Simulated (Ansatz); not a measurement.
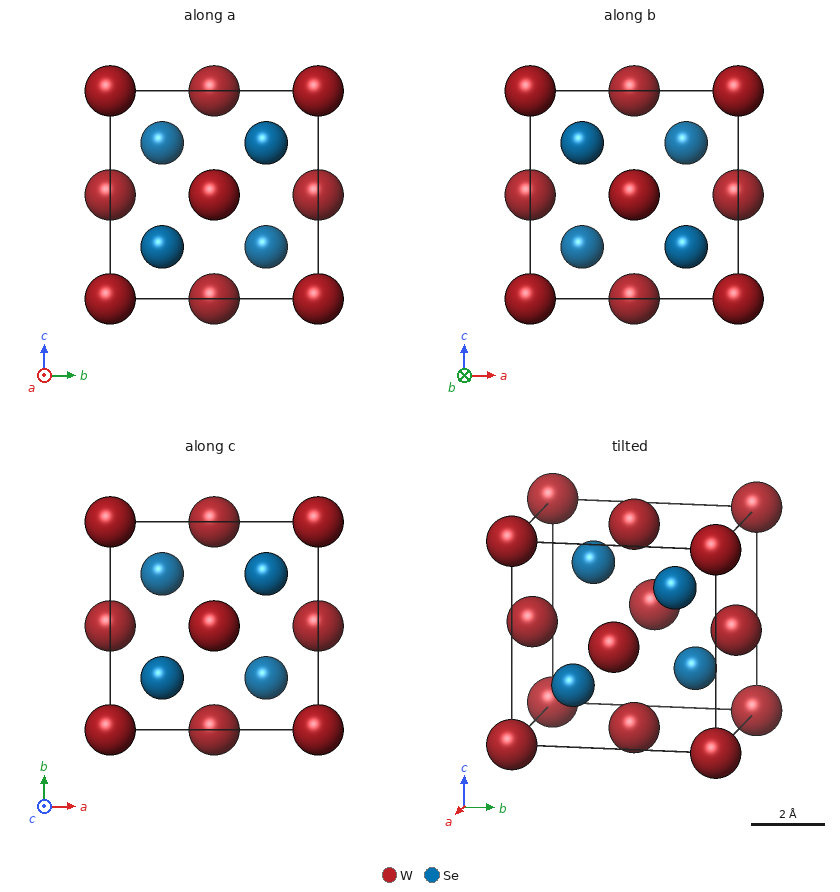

Spheres-only representation of a periodic structure, projected along the a axis, along the b axis, along the c axis and slightly off an axis. The conventional unit cell is drawn as a box.

Lattice parameters: a = 5.7596 Å, b = 5.7596 Å, c = 5.7596 Å, α = 90.000°, β = 90.000°, γ = 90.000°.

Question: Give the structure in the form of a CIF with its space group and independent sites.

Answer:
```cif
data_structure
_symmetry_space_group_name_H-M 'F -4 3 m'
_symmetry_Int_Tables_number 216
_cell_length_a 5.7596
_cell_length_b 5.7596
_cell_length_c 5.7596
_cell_angle_alpha 90.000
_cell_angle_beta 90.000
_cell_angle_gamma 90.000
_cell_volume 191.07
loop_
_atom_site_label
_atom_site_type_symbol
_atom_site_symmetry_multiplicity
_atom_site_Wyckoff_symbol
_atom_site_fract_x
_atom_site_fract_y
_atom_site_fract_z
_atom_site_occupancy
W1 W 4 a 0.0000 0.0000 0.0000 1
Se1 Se 4 d 0.2500 0.2500 0.7500 1
```

The structure comes from a structure type filled with these elements by a generator (whether the compound takes this form wasn't checked). Earlier steps of the study, as a rule a relaxation of our own, may have changed the cell and positions, so they can lie some per cent off the listed ones. It went into a calculation with Ansatz.

At this level of theory the run's own cell isn't at rest (compressed, at 15 GPa), so its distances can differ from those at equilibrium, the more so the softer the solid.
